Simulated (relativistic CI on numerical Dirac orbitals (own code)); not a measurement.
# Relativistic CI calculation, with input and output: Cr³⁺

- system: Cr³⁺.
- method: Dirac-Coulomb-Breit CI, KLI orbitals optimised for each configuration, model QED (radiative potential, 1s self-energy scaled to tabulated hydrogen-like ionisation energies), valence Slater integrals scaled by 0.8, multiplet model of photoemission in the sudden approximation in a parametric crystal field (relativistic CI on numerical Dirac orbitals, in-house)

## Summary

- outcome: converged
- hardware: 1 CPU thread, shared host
- CPU time: 0.62 s

## Remarks

To bear in mind: free-ion energies without screening by ligands, so binding energies differ from solids by tens of eV.

## Input
```
atom Cr  Z=24  charge=3  electrons=21
nucleus A=52  rms_radius_fm=3.6452
hamiltonian dirac-coulomb  breit=on  qed=on  c_scale=1
orbitals kli  potential=per-configuration
slater_scale 0.8
correlation none
mixing on
configurations
  [Ar] 3d3
  [He] 2s2 2p5 3s2 3p6 3d3
end
photoemission 2p T=300 lorentz=0.7 gauss=0.6
crystal_field Td 10Dq=-8300
```

The program writes its results to a structured record and prints no log; tables and figures of this report are taken from that record.

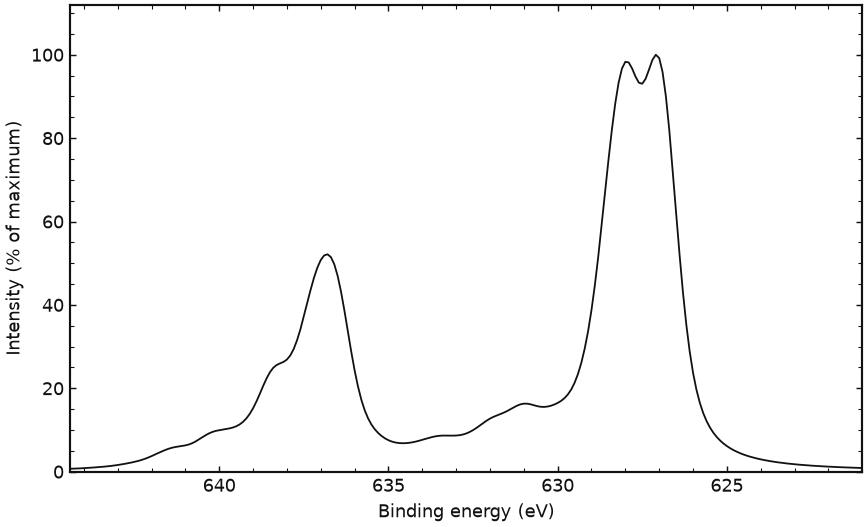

*2p photoemission of Cr IV (Cr³⁺), [Ar] 3d³, in a field of Td symmetry with 10Dq = −8,300 cm⁻¹. Multiplet model: relativistic Dirac–Coulomb–Breit theory, one configuration a step, Slater integrals scaled by 0.8, 300 K, Voigt broadening (Lorentzian 0.7 eV, Gaussian 0.6 eV full widths), computed with a radial Dirac CI code.*

The main maxima lie at 627.1 eV (100), 628.0 eV (98), 631.0 eV (16) and 636.8 eV (52), heights in % of the largest; the centroid is at 631.1 eV. The ground state has S = 1.50.
